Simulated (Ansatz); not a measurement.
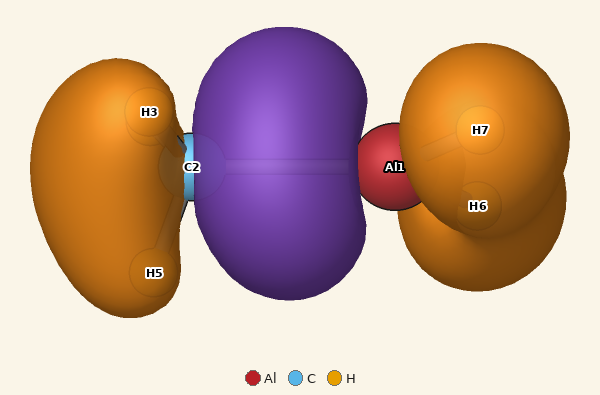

CH$_{5}$Al. The HOMO at ±0.1 Å⁻³ᐟ² (orange and purple are the two phases), seen from one side.

Level of theory: Ansatz 0.2.0, RHF/def2-TZVP.

| atom | x (Å) | y (Å) | z (Å) |
| --- | --- | --- | --- |
| Al | -0.0054 | -0.0053 | 0.0010 |
| C | -0.0072 | -0.0124 | 1.9623 |
| H | -0.9678 | -0.2962 | 2.3805 |
| H | 0.7493 | -0.6822 | 2.3628 |
| H | 0.2286 | 0.9818 | 2.3401 |
| H | 1.3616 | 0.0070 | -0.7965 |
| H | -1.3591 | 0.0073 | -0.8186 |

Question: Where does this orbital lie, and at what energy?

Answer: By Hirshfeld shares it lies mainly on C2 (about 45 %), Al1 (about 25 %), H7 (about 10 %) and H6 (about 10 %). Its energy is −11.13 eV.
